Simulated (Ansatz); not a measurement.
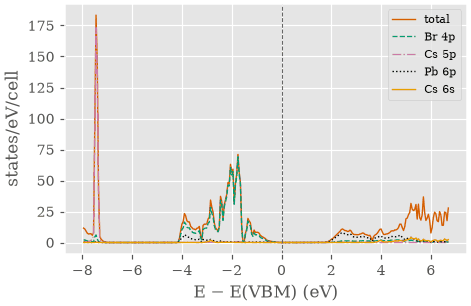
Total and projected density of states of CsPbBr3 in space group Pnma (No. 62; Pb on 4a, Cs on 4c, Br on 8d, Br on 4c), plane-wave PAW LDA (Ansatz code)

Problem. Which orbitals carry the states next to the gap?

Solution. Top 1 eV of the valence band: Br 4p 73 %, Pb 6s 21 %. Bottom 1 eV of the conduction band: Pb 6p 74 %, Br 4p 11 %, Br 4s 8 %, outside the projected shells 5 %. Projections are on Löwdin-orthogonalised atomic valence shells; empty p or d shells of many metals are not among them.

Problem. Where is the tallest occupied peak in this window, and what makes it?

Solution. Near -7.4 eV, about 180 states/eV per cell; the largest projected share is Cs 5p.

The LDA relaxation kept the symmetry of its start. Scalar-relativistic: spin–orbit coupling is off unless named, which matters more the heavier the elements.

Potentials: the later of the program's two PAW sets.
